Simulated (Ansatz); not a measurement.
Run report: GeH$_{3}$ClO$_{2}$, geometry relaxation (part 2 of 2)

GeH$_{3}$ClO$_{2}$; RHF/def2-SVP (Ansatz 0.2.0). The input holds or restrains some coordinates. Forces given for the steps count only the free coordinates. It belongs to a series of runs on one base structure; here: pulled along the bonds that form and break, towards end A.

Geometry of the input (Å):
```
Ge 0.0000  0.0000  0.0000
H  0.9237  0.0000  1.4863
O  1.9022  0.0000  0.5126
H  2.2186  -0.9521  0.3959
Cl -1.0456  1.8115  -0.7393
O  -0.8337  -1.4443  -0.5894
H  -1.2883  -1.9100  0.1830
```

**Trajectory as extended XYZ, continued**
```
7
Properties=species:S:1:pos:R:3:forces:R:3 step=4 energy=-73086.42930
Ge    0.1443   -0.0133    0.1996    0.7941   0.1913   0.6033
H     0.4141    0.0319    1.7141   -1.6673  -0.0260   0.1725
O     1.9070   -0.0424    0.0179   -0.2000  -0.9924  -1.1161
H     2.2034   -0.8988    0.3444    0.0666   0.8656  -0.3878
Cl   -0.8478    1.6991   -0.6727    0.5355  -0.3735   0.2790
O    -0.7040   -1.3985   -0.4927    0.2766   0.2071   0.8733
H    -1.2400   -1.8730    0.1384    0.1944   0.1279  -0.4243
7
Properties=species:S:1:pos:R:3:forces:R:3 step=5 energy=-73086.60367
Ge    0.1195   -0.0285    0.2042    0.9994   0.0976   0.8322
H     0.3475   -0.0006    1.7033   -1.5214   0.0303   0.5569
O     1.8529   -0.0278   -0.0075   -0.1593   0.6770  -1.6889
H     2.2060   -0.8336    0.2936    0.6901  -0.8470   0.2576
Cl   -0.7331    1.7209   -0.6562   -0.0002  -0.0492  -0.0126
O    -0.6508   -1.4583   -0.4359    0.2834   0.3326  -0.0356
H    -1.2651   -1.8669    0.1475   -0.2921  -0.2414   0.0904
7
Properties=species:S:1:pos:R:3:forces:R:3 step=6 energy=-73086.63756
Ge    0.1170   -0.0313    0.2150    1.0115   0.0846   0.8471
H     0.3436    0.0047    1.7115   -1.5095   0.0281   0.6023
O     1.8441   -0.0200   -0.0078    0.4808  -0.3073  -1.3124
H     2.2345   -0.8339    0.2819    0.1518   0.1587  -0.1163
Cl   -0.7286    1.7097   -0.6582   -0.0690   0.0492  -0.0401
O    -0.6426   -1.4608   -0.4274   -0.0814   0.0123   0.1929
H    -1.2911   -1.8634    0.1342    0.0157  -0.0256  -0.1735
7
Properties=species:S:1:pos:R:3:forces:R:3 step=7 energy=-73086.64424
Ge    0.1194   -0.0331    0.2270    1.0539  -0.2281   1.0574
H     0.3508    0.0146    1.7241   -1.5195   0.1026   0.5654
O     1.8478   -0.0219    0.0060    0.3636   0.0149  -1.4687
H     2.2942   -0.8146    0.2572    0.0685  -0.0848  -0.0318
Cl   -0.7396    1.6930   -0.6631   -0.0527   0.0304  -0.0532
O    -0.6312   -1.4850   -0.3794    0.5123   0.3031  -0.3060
H    -1.3645   -1.8480    0.0773   -0.4260  -0.1381   0.2370
7
Properties=species:S:1:pos:R:3:forces:R:3 step=8 energy=-73086.65985
Ge    0.1149   -0.0429    0.2570    1.1411  -0.0675   0.9939
H     0.3377    0.0838    1.7506   -1.5440  -0.0164   0.5319
O     1.8436   -0.0298    0.0454    0.3139   0.1643  -1.4043
H     2.3104   -0.8336    0.1864    0.1285  -0.2873  -0.0497
Cl   -0.7377    1.6751   -0.6546   -0.1063   0.0833  -0.1148
O    -0.6093   -1.4967   -0.3712    0.2098   0.1089  -0.0003
H    -1.3828   -1.8508    0.0355   -0.1430   0.0147   0.0432
7
Properties=species:S:1:pos:R:3:forces:R:3 step=9 energy=-73086.68811
Ge    0.1338   -0.0639    0.2968    0.7165   0.6284   0.7510
H     0.3171    0.0959    1.7933   -1.5371   0.0079   0.4191
O     1.8628   -0.0208    0.1253    0.1428   0.3476  -1.2037
H     2.3146   -0.8359    0.0718    0.4403  -0.6358  -0.2133
Cl   -0.7571    1.6380   -0.6902    0.1347  -0.3263   0.1902
O    -0.5769   -1.5169   -0.3401    0.1823  -0.0211   0.0927
H    -1.4175   -1.7914   -0.0079   -0.0795  -0.0006  -0.0360
7
Properties=species:S:1:pos:R:3:forces:R:3 step=10 energy=-73086.76835
Ge    0.1326   -0.0388    0.3553    1.2875  -0.3046   1.1231
H     0.2944    0.2188    1.8368   -1.4103   0.1131   0.3747
O     1.8722   -0.0886    0.2318    0.8729  -1.0130  -1.3522
H     2.3390   -0.8610   -0.1052   -0.6248   0.8940   0.1082
Cl   -0.8037    1.5621   -0.6760   -0.1385   0.2359  -0.2786
O    -0.5081   -1.5555   -0.2061   -0.7308  -0.1653   0.0760
H    -1.4495   -1.7319   -0.1875    0.7440   0.2400  -0.0511
7
Properties=species:S:1:pos:R:3:forces:R:3 step=11 energy=-73086.88298
Ge    0.1433   -0.0844    0.4114    0.8714   0.2906   0.8182
H     0.2680    0.2192    1.8894   -1.3429   0.1051   0.2354
O     1.8775   -0.1349    0.3276    0.6456  -0.7099  -1.2269
H     2.3260   -0.7352   -0.2602   -0.1940   0.3845   0.0857
Cl   -0.7367    1.5033   -0.7448   -0.0049  -0.0765   0.0280
O    -0.5285   -1.5848   -0.1516   -0.3521  -0.0768   0.0941
H    -1.4728   -1.6781   -0.2227    0.3769   0.0831  -0.0343
7
Properties=species:S:1:pos:R:3:forces:R:3 step=12 energy=-73086.93221
Ge    0.1395   -0.1160    0.4628    1.0395   0.1858   0.9078
H     0.2877    0.2667    1.9227   -1.2858   0.0691   0.1542
O     1.8755   -0.2483    0.3911    0.4175  -0.3809  -1.3464
H     2.3180   -0.5781   -0.3837   -0.1540   0.1242   0.2505
Cl   -0.6901    1.4430   -0.7739    0.0069  -0.1405   0.0113
O    -0.5905   -1.6244    0.0002   -0.1950   0.0696  -0.0263
H    -1.4631   -1.6377   -0.3700    0.1710   0.0729   0.0490
7
Properties=species:S:1:pos:R:3:forces:R:3 step=13 energy=-73086.94764
Ge    0.1360   -0.1289    0.5040    0.9599   0.2409   0.7527
H     0.3185    0.2579    1.9570   -1.2863   0.1118   0.1773
O     1.8673   -0.2601    0.3853    0.3379  -0.3065  -1.0916
H     2.2829   -0.5243   -0.4225    0.0280  -0.0105   0.0251
Cl   -0.6612    1.3914   -0.8056   -0.0191  -0.1181   0.0983
O    -0.6595   -1.6196    0.1018    0.1438   0.0176   0.1785
H    -1.4070   -1.6113   -0.4708   -0.1642   0.0648  -0.1402
7
Properties=species:S:1:pos:R:3:forces:R:3 step=14 energy=-73086.94289 accepted=F
Ge    0.1564   -0.1351    0.4887    0.7385   0.1802   1.1250
H     0.3227    0.2596    1.9425   -1.2163   0.1176   0.1406
O     1.8904   -0.2752    0.3959    0.3007  -0.2994  -1.3178
H     2.3238   -0.5170   -0.4117   -0.0119  -0.0019   0.1189
Cl   -0.7142    1.3554   -0.7963    0.0875   0.0277  -0.0487
O    -0.6927   -1.6067    0.1266   -0.1499  -0.0543  -0.2204
H    -1.4097   -1.5758   -0.4968    0.2514   0.0301   0.2024
7
Properties=species:S:1:pos:R:3:forces:R:3 step=15 energy=-73086.94956
Ge    0.1396   -0.1313    0.5020    0.9758   0.2339   0.8852
H     0.3245    0.2595    1.9542   -1.2680   0.1117   0.1645
O     1.8726   -0.2563    0.3824    0.3013  -0.3129  -1.0883
H     2.2973   -0.5350   -0.4153    0.0119  -0.0058   0.0025
Cl   -0.6872    1.3733   -0.8003   -0.0054  -0.0472   0.0346
O    -0.6737   -1.6165    0.1176   -0.0152   0.0047   0.0083
H    -1.3963   -1.5886   -0.4914   -0.0004   0.0157  -0.0068
```

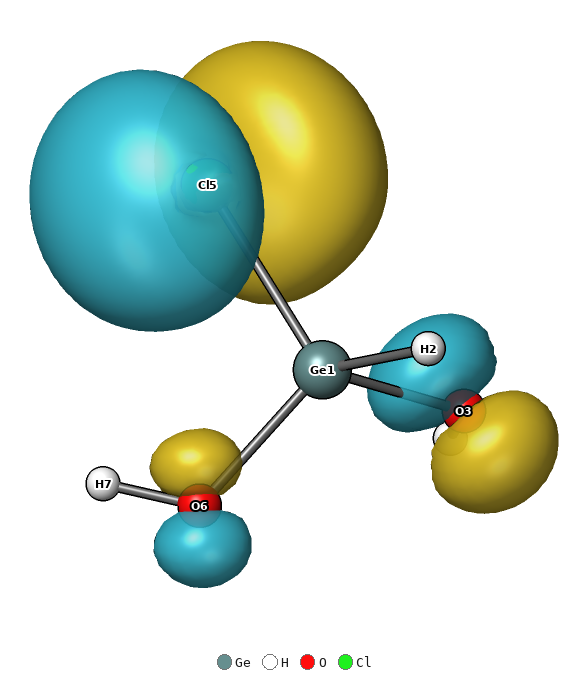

*The HOMO−1 at ±0.1 Å⁻³ᐟ² (yellow and cyan are the two phases), seen at a tilt.*

Its energy is −12.78 eV.

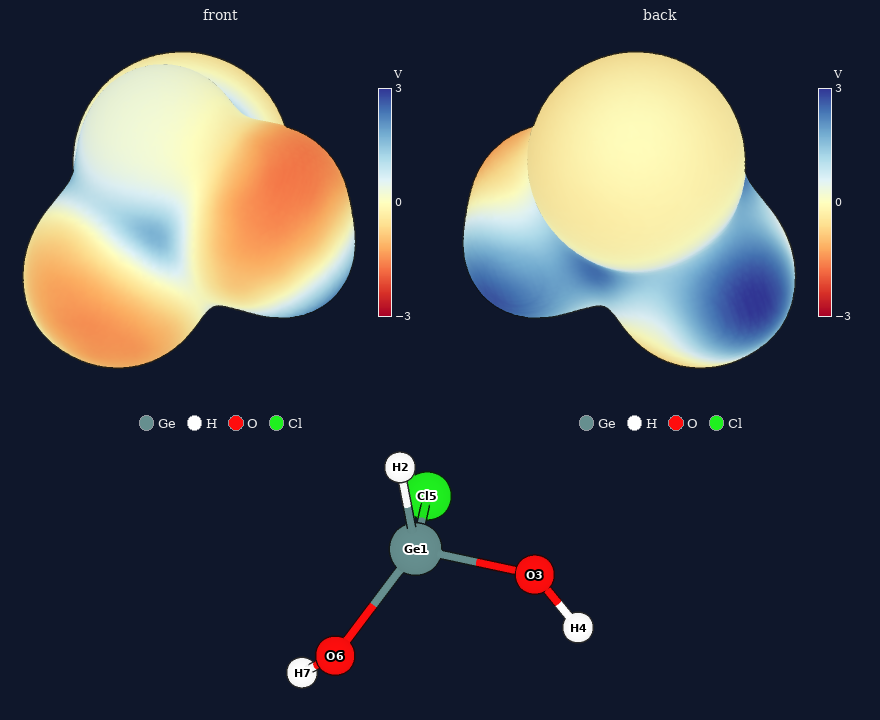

*The electrostatic potential painted on the density surface at 0.002 e/bohr³, seen at a tilt and from behind; the colour scale runs from red (negative) to blue (positive). The bare structure is drawn below in the same view.*

**Results in brief**

```json
{"quantity": "outcome", "value": "converged under the restraints of the input"}
{"quantity": "total energy", "value": "−73086.9496 eV"}
{"quantity": "mean-field energy", "value": "−73086.9496 eV"}
{"quantity": "largest force (length of the vector) at the end, held atoms and coordinates included", "value": "1.338 eV/Å"}
{"quantity": "hardware", "value": "1 thread of Arm Neoverse V2, 24 GiB of memory available, shared host"}
{"quantity": "wall time", "value": "36 s"}
{"quantity": "peak memory", "value": "0.19 GiB"}
```
